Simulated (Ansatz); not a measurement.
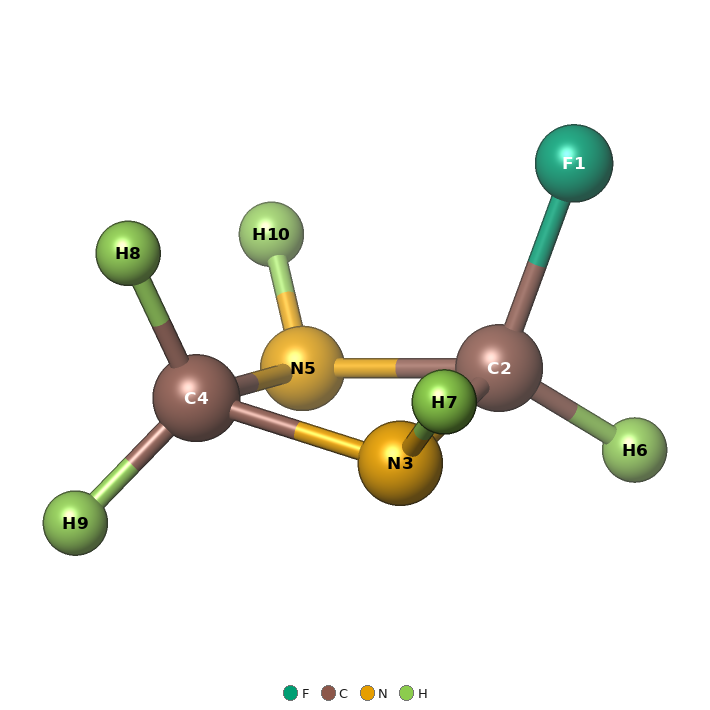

Atoms fade into the background with distance from the viewer. The computed structure is the end point of a PBE-D4/def2-SVP optimisation. No frequency run is at hand to confirm it as a minimum.

Question: How is the 4-membered ring C2–N3–C4–N5 puckered?

Answer: It is puckered (butterfly). The Cremer–Pople amplitude Q is 0.22 Å.

Question: Give the torsion angles round the ring, beginning with the bond from its second to its third atom.

Answer: 17°, −17°, 18°, −18°.
